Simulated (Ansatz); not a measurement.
# Compressing and expanding glassy CaAl2Si2O8 (156 atoms): runs compared

Aim: relax glassy CaAl2Si2O8 (156 atoms), then change its volume to read the bulk modulus from the stress.

Computed with Ansatz 0.2.0: Kohn-Sham DFT, PBE, PAW (set soft_2), plane waves.

## 1. The cell as built

The cell holds 156 atoms: 24 Al, 12 Ca, 96 O and 24 Si. Its edges and angles: a = 12.697 Å, b = 12.697 Å, c = 12.697 Å, α = 90.0°, β = 90.0°, γ = 90.0°. 156 atoms (24 Al, 12 Ca, 96 O, 24 Si) placed at random at 2.71 g/cm³, melted at 4500 K for 20 ps at fixed volume with the Morse and Coulomb pair potential with partial charges (Pedone, Malavasi, Menziani, Cormack and Segre, J. Phys. Chem. B 110, 11780 (2006)). Quenched from 4500 K to 300 K at 20 K/ps and fixed volume, held 5 ps. The density is a measured one.

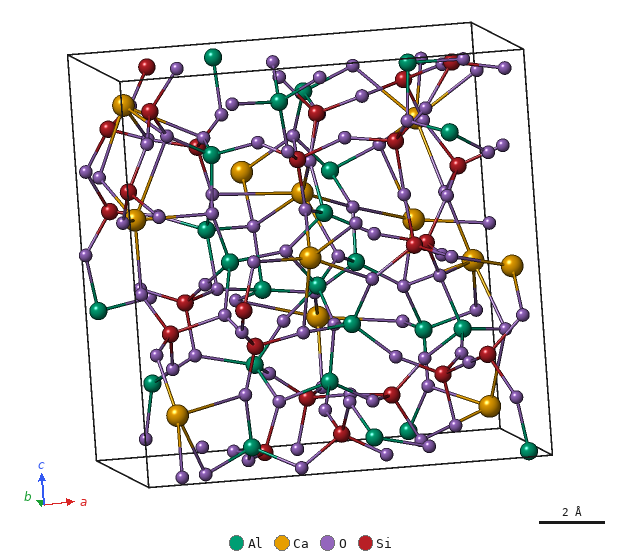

The cell as built. Bonds to atoms that aren't drawn are left out. Some periodic images of atoms are drawn too.

What the set-up can't give: The quench rate of 20 K/ps far exceeds what a furnace or splat quench reaches, so expect more defects and frozen-in strain than in a real sample. The network of bonds at the start is that of the classical potential that made the cell, and needn't be the one that DFT or experiment would give. Sampling is at Γ alone.

## 2. The reference run

The reference is a single point at the end of the relaxation.

Every strained cell starts from the geometry of this run, and its atoms are relaxed with the cell held.

Its input, with most atom lines left out:

```yaml
crystal:
  lattice:
    - [12.45328, 0.02277, -0.03993]
    - [0.02277, 13.15872, 0.12691]
    - [-0.03993, 0.12691, 12.32113]
  atoms:
    - { symbol: Al, position: [0.57299, 0.30193, 0.34901] }
    - { symbol: Al, position: [0.52121, 0.43054, 0.6095] }
    - { symbol: Al, position: [0.29008, 0.43822, 0.49795] }
    - { symbol: Al, position: [0.64153, 0.75193, 0.44803] }
    - { symbol: Al, position: [0.39786, 0.09023, 0.90262] }
    - { symbol: Al, position: [0.52648, 0.43771, 0.17454] }
    - { symbol: Al, position: [0.9578, 0.05388, 0.00428] }
    [... atom lines 8 to 156 left out ...]
kpoints:
  mp_grid: { grid: [1, 1, 1] }
hamiltonian:
  xc: pbe
scf:
  occupations: { method: fermi_dirac, width: 0.05 }
output:
  forces: true
  stress: true
  populations: true
  dos:
    method: { smearing: { sigma: 0.1 } }
    de: 0.1
    projected: { site_lists: { Al: [Al], Ca: [Ca], O: [O], Si: [Si] } }
  eigenvalues: true
  write_density: true
  write_potential: true
  volumetric_format: npy
  elf: true
```

```
free energy per atom   : -670.7832 eV/atom
r.m.s. force component : 0.00499 eV/Å
pressure               : 7.86e-5 GPa
```

Filled and empty levels are parted by 3.67 eV (at Γ alone); a semilocal functional tends to put such gaps too low. In a disordered cell it changes from sample to sample, and tail or defect levels can set it.

## 3. The runs

Each row is one run, on 4 threads of Arm Neoverse V1, shared host. The free energy is the program's total, comparable only between runs with the same functional, potentials and atoms.

```csv
run,atoms,outcome,"ionic steps, all passes",free energy (eV),time,host memory (GiB)
Single point at the start,156,converged,-,-104628.042,37 s,3.2
Cell and atoms relaxed,156,converged,27,-104642.184,20 min,3.3
Single point at the relaxed geometry,156,converged,-,-104642.184,72 s,3.2
Volume -3 %,156,converged,8,-104641.739,7.2 min,3.2
Volume +3 %,156,converged,10,-104641.796,9.4 min,3.3
Volume -6 %,156,cut at the time limit,8,-104640.335,7.4 min,3.1
Volume +6 %,156,cut at the time limit,5,-104640.656,5.6 min,3.3
Volume -10 %,156,cut at the time limit,3,-,3.4 min,2.9
```

In some runs the program notes that the SCF threshold is loose for the stress.

## 4. Pressure against volume

Atoms are relaxed at each volume, in the scaled cell.

| volume change (%) | volume (Å³/atom) | energy change (meV/atom) | pressure (GPa) | largest move on relaxing (Å) | bonds | gap (eV) |
| --- | --- | --- | --- | --- | --- | --- |
| -3 | 12.553 | 2.85 | 2.43 | 0.11 | 273 | 3.78 |
| +0 | 12.941 | 0.00 | 0.00 | - | 271 | 3.67 |
| +3 | 13.329 | 2.48 | -1.99 | 0.23 | 267 | 3.55 |

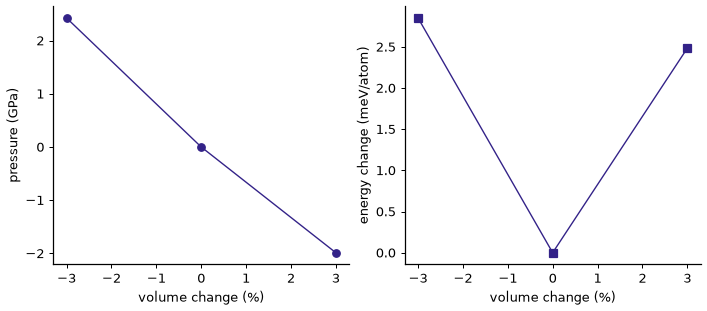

Pressure and energy against volume.

## 5. Findings

The bulk modulus, from the slope of pressure against ln V over the three points nearest the relaxed volume, is 73.6 GPa. The count of bonds runs from 267 to 273 over the series, so at some points contacts cross the cutoffs. The gap goes from 3.78 eV at the smallest volume to 3.55 eV at the largest, -3.9 eV per unit of ln V by a straight line, on the run's k-points.

**Limits.** Strains are finite and relaxations stop at the force tolerance of the input, which can leave moduli too stiff; they are those of a static cell at zero temperature. Volumes are changed with the cell's shape held, so in an anisotropic solid the modulus lies over the one under free hydrostatic load. The program notes that the SCF threshold of the relaxations is loose for the stress.

The DFT runs together took 54 min of wall time.

[Logs are printed without paths, hosts, clocks, repeated set-up lines and the standing remarks that a program may print on its own settings, such as how far it seeks lower states.]

[Hosts, paths, dates, database ids (printed as entryN), source tags and the programs' standing remarks are cut or masked in the printed files.]
